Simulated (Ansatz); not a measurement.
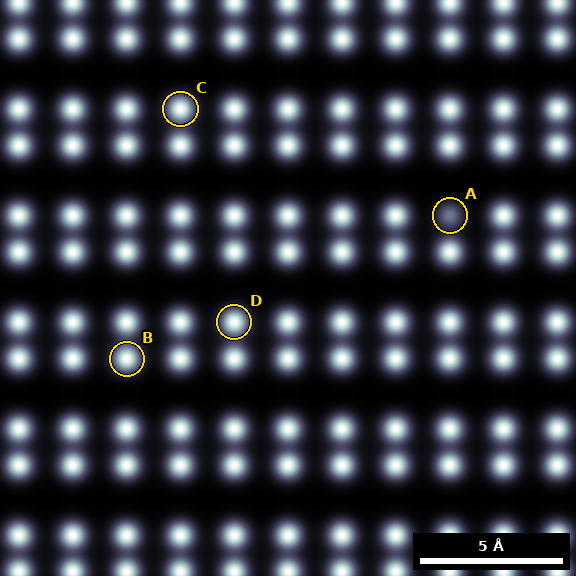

HAADF-like image of As (R-3m, No. 166) along [210]. Simulation: incoherent imaging, intensity Z^1.6 per atom, probe width 0.77 Å, thin sample. The probe carries 25 % of its weight in a tail 2.5 times as wide.

The sample is 2 repeats (13.2 Å) thick. One point defect was put into the perfect crystal, without relaxing the atoms around it. Brightness is counted from the darkest point of the image. Host structure: the geometry relaxed at fixed volume with Ansatz, DFT PBE, spin-orbit coupling, plane waves, PAW.

> Which ringed column holds the defect, and does it scatter more or less than its equals?

A; it scatters less. The column holds 2 atoms (As) through the sample, and one As atom is missing, so its peak drops to about 50 % of that of its equals.
